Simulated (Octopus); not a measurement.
**SnH3Br (SMILES [Br][SnH3]): a chain of runs**

We compute energy and gradient (Pade LDA), then energy and forces (Pade LDA), then energy and forces (Pade LDA), then energy and gradient (Pade LDA), then energy and forces (Pade LDA) of SnH3Br. The setting varied is the box margin. 

The calculation is run with Octopus 16.4.

3 further runs of the same task are left out: 3 set aside as unsound or not needed.

## 1. The system as given

The species is SnH3Br (5 atoms), meant as a singlet with charge 0. As SMILES, `[Br][SnH3]`. Geometry: relaxed at PBE0-D4/def2-TZVP.

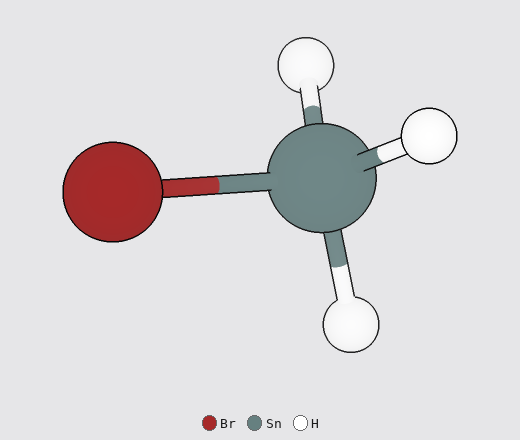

The structure, seen from a chosen angle (bromine red, tin teal, hydrogen white).

## 2. Energy and gradient at Pade LDA (scalar, in the pseudopotentials, hgh_lda potentials, box margin 3.49998 angstrom, extra states 0, grid spacing 0.14002 angstrom, mix field default) (run 4)

geometry.xyz

```xyz
5

Br    -2.113960     0.218040     0.810660
Sn     0.193940    -0.019960    -0.074340
H      0.144840     0.505540    -1.690540
H      0.591240    -1.667760     0.058160
H      1.183940     0.964140     0.896060
```

Started as:

```bash
$ OMP_NUM_THREADS=1 octopus > gs.log
```

Output:

```text
Version                : 16.4
[... 155 lines left out ...]
Converged eigenvectors: 0
#  State  Eigenvalue [eV]  Occupation    Error
[... 11 lines left out ...]
Converged eigenvectors: 0
#  State  Eigenvalue [eV]  Occupation    Error
[... 63 lines left out ...]
Converged eigenvectors: 0
#  State  Eigenvalue [eV]  Occupation    Error
[... 12 lines left out ...]
Converged eigenvectors: 0
#  State  Eigenvalue [eV]  Occupation    Error
[... 8 lines left out ...]
Info: SCF converged in   21 iterations
[... 1 line left out ...]
**   Some of the states are not fully converged!
[... 1 line left out ...]
Octopus emitted 1 warning.
```

Wall time 22 s (1 thread of Intel Xeon 6975P-C (Granite Rapids), shared host); peak memory 0.18 GiB.

## 3. Energy and forces at Pade LDA (scalar, in the pseudopotentials, hgh_lda potentials, box margin 4 angstrom, extra states 0, grid spacing 0.14 angstrom, mix field default) (run 5)

geometry.xyz is that of step 2.

Started as:

```bash
$ OMP_NUM_THREADS=1 octopus > gs.log
```

Output:

```text
Version                : 16.4
[... 155 lines left out ...]
Converged eigenvectors: 0
#  State  Eigenvalue [eV]  Occupation    Error
[... 11 lines left out ...]
Converged eigenvectors: 0
#  State  Eigenvalue [eV]  Occupation    Error
[... 63 lines left out ...]
Converged eigenvectors: 0
#  State  Eigenvalue [eV]  Occupation    Error
[... 12 lines left out ...]
Converged eigenvectors: 0
#  State  Eigenvalue [eV]  Occupation    Error
[... 8 lines left out ...]
Info: SCF converged in   21 iterations
[... 1 line left out ...]
**   Some of the states are not fully converged!
[... 1 line left out ...]
Octopus emitted 1 warning.
```

Run time: 30 s. Hardware: 1 thread of Intel Xeon 6975P-C (Granite Rapids), shared host; peak memory 0.21 GiB.

Runs 6 to 7 aren't shown in full; the table further down has their settings and results.

## 4. Energy and forces at Pade LDA (scalar, in the pseudopotentials, hgh_lda potentials, box margin 7 angstrom, extra states 0, grid spacing 0.14 angstrom, mix field default) (run 8)

geometry.xyz is that of step 3.

Started as:

```bash
$ OMP_NUM_THREADS=1 octopus > gs.log
```

Output:

```text
Version                : 16.4
[... 155 lines left out ...]
Converged eigenvectors: 0
#  State  Eigenvalue [eV]  Occupation    Error
[... 11 lines left out ...]
Converged eigenvectors: 0
#  State  Eigenvalue [eV]  Occupation    Error
[... 63 lines left out ...]
Converged eigenvectors: 0
#  State  Eigenvalue [eV]  Occupation    Error
[... 12 lines left out ...]
Converged eigenvectors: 0
#  State  Eigenvalue [eV]  Occupation    Error
[... 8 lines left out ...]
Info: SCF converged in   21 iterations
[... 1 line left out ...]
**   Some of the states are not fully converged!
[... 1 line left out ...]
Octopus emitted 1 warning.
```

Wall time 1.9 min (1 thread of Intel Xeon 6975P-C (Granite Rapids), shared host); peak memory 0.7 GiB.

## 5. The series

```csv
run,level,box margin,grid spacing,energy (Eh),dipole moment (D),HOMO energy (eV),largest force (eV/Å),wall time
4,"Pade LDA (scalar, in the pseudopotentials, hgh_lda potentials, box margin 3.49998 angstrom, extra states 0, grid spacing 0.14002 angstrom, mix field default)",3.49998,0.14002,-18.748737,2.10,-6.91,0.436,22 s
5,"Pade LDA (scalar, in the pseudopotentials, hgh_lda potentials, box margin 4 angstrom, extra states 0, grid spacing 0.14 angstrom, mix field default)",4,0.14,-18.751435,2.18,-6.99,0.343,30 s
6,"Pade LDA (scalar, in the pseudopotentials, hgh_lda potentials, box margin 5 angstrom, extra states 0, grid spacing 0.14 angstrom, mix field default)",5,0.14,-18.752169,2.22,-7.02,0.313,44 s
7,"Pade LDA (scalar, in the pseudopotentials, hgh_lda potentials, box margin 6.00002 angstrom, extra states 0, grid spacing 0.14002 angstrom, mix field default)",6.00002,0.14002,-18.752209,2.23,-7.02,0.311,78 s
8,"Pade LDA (scalar, in the pseudopotentials, hgh_lda potentials, box margin 7 angstrom, extra states 0, grid spacing 0.14 angstrom, mix field default)",7,0.14,-18.752208,2.23,-7.02,0.311,1.9 min
```

Convergence of the total energy of singlet SnH3Br with the box margin, against the last point:

```csv
box margin,from the last (mEh),wall time
3.49998 Å,+3.471,22 s
4 Å,+0.773,30 s
5 Å,+0.040,44 s
6.00002 Å,-0.000,78 s
7 Å,+0.000,1.9 min
```

Convergence of the dipole moment of singlet SnH3Br with the box margin, against the last point:

```csv
box margin,from the last (D),wall time
3.49998 Å,-0.1290,22 s
4 Å,-0.0436,30 s
5 Å,-0.0042,44 s
6.00002 Å,-0.0003,78 s
7 Å,+0.0000,1.9 min
```

## 6. Summary of results

| quantity | value |
| --- | --- |
| run 8, Pade LDA: total energy | -18.75221 Eh |
| run 8, Pade LDA: dipole moment | 2.23 D |
| run 8, Pade LDA: HOMO energy | -7.02 eV |
| run 8, Pade LDA: largest force on an atom | 0.311 eV/Å |

In words: For the total energy of singlet SnH3Br to stay within 2 mEh of the last point, 4 Å is the first point of the series from which all later ones do (30 s against 1.9 min). For the total energy of singlet SnH3Br to stay within 0.5 mEh of the last point, 5 Å is the first point of the series from which all later ones do (44 s against 1.9 min). For the dipole moment of singlet SnH3Br to stay within 0.1 D of the last point, 4 Å is the first point of the series from which all later ones do (30 s against 1.9 min). For the dipole moment of singlet SnH3Br to stay within 0.02 D of the last point, 5 Å is the first point of the series from which all later ones do (44 s against 1.9 min). Over the runs the total energy spans 0.094 eV. All runs together took 4.9 min, the longest 1.9 min.
